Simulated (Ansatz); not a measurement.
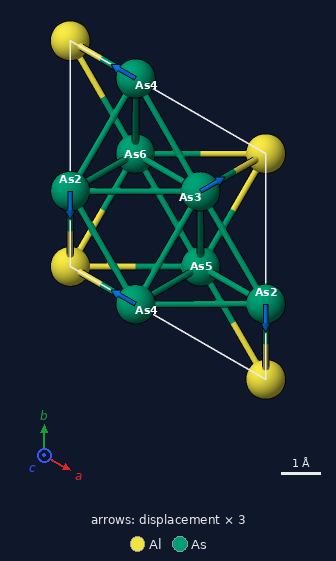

A relaxation of solid AlAs₅ (a generated structure, set up in P-62m) (coarse preliminary run). The starting structure is drawn; blue arrows show the displacements (the part carried along by the change of the cell is left out), magnified 3 times.

The picture is a ball-and-stick view of the cell of the calculation, seen along the c axis.

All numbers below come from DFT PBE, scalar-relativistic, plane waves, PAW (Ansatz).

Input
```yaml
crystal:
  lattice:
    - [5.93414522, 0.0, 0.0]
    - [-2.96707261, 5.13912051, 0.0]
    - [0.0, 0.0, 5.33597872]
  atoms:
    - { symbol: Al, position: [0.0, 0.0, 0.5] }
    - { symbol: As, position: [0.0, 0.33453357, 0.0] }
    - { symbol: As, position: [0.66546643, 0.66546643, 0.0] }
    - { symbol: As, position: [0.33453357, 0.0, 0.0] }
    - { symbol: As, position: [0.66666667, 0.33333333, 0.5] }
    - { symbol: As, position: [0.33333333, 0.66666667, 0.5] }
basis:
  ecutwfc: 420
kpoints:
  mp_grid: { grid: [3, 3, 4] }
hamiltonian:
  xc: pbe
scf:
  occupations: { method: gaussian, width: 0.1 }
  lower_state_search: "off"
output:
  forces: true
  stress: true
  eigenvalues: true
relax:
  adjacent_minimum: "off"
  f_tol: 0.04
  max_steps: 70
  cell: { stress_tol: 0.4 }
```

Command:
```bash
ansatz run input.yaml --threads 1 --pin off --max-ram 2560MiB --backend cpu --events-out ev --progress --plain --runs-dir out
```

Which element moves most?

Arsenic: up to 0.26 Å, against 0.00 Å for aluminium.

Describe the change and its energy.

The energy falls by 529 meV per atom in 6 accepted moves (7 points after the start). The largest force component goes from 0.26 to 0.013 eV/Å. Pressure: −12.87 GPa at the start and 0.01 GPa at the end. The SCF was repeated once at an unchanged geometry on a basis and grid sized afresh for the cell, which shifted the energy by 0.6 meV per atom at most. The largest moves relative to the cell, 0.26 Å, are those of As2, As3 and As4. As3 goes along [1 1 0]. Al stays in place. The drawn cell changes as follows: a = b 5.934 → 5.269 Å (−11.2 %), c 5.336 → 4.809 Å (−9.9 %); the volume changes by −28.9 %. Some distances before and after: As2–As3 3.438 → 2.606 Å, Al1–As2 3.326 → 2.836 Å, Al1–As5 3.426 → 3.042 Å, As5–As6 3.426 → 3.042 Å. The space group stays P-62m (No. 189). Cost: 21 s on 1 thread of Intel(R) Xeon(R) 6975P-C (Granite Rapids) (shared host), peak memory 0.44 GiB.
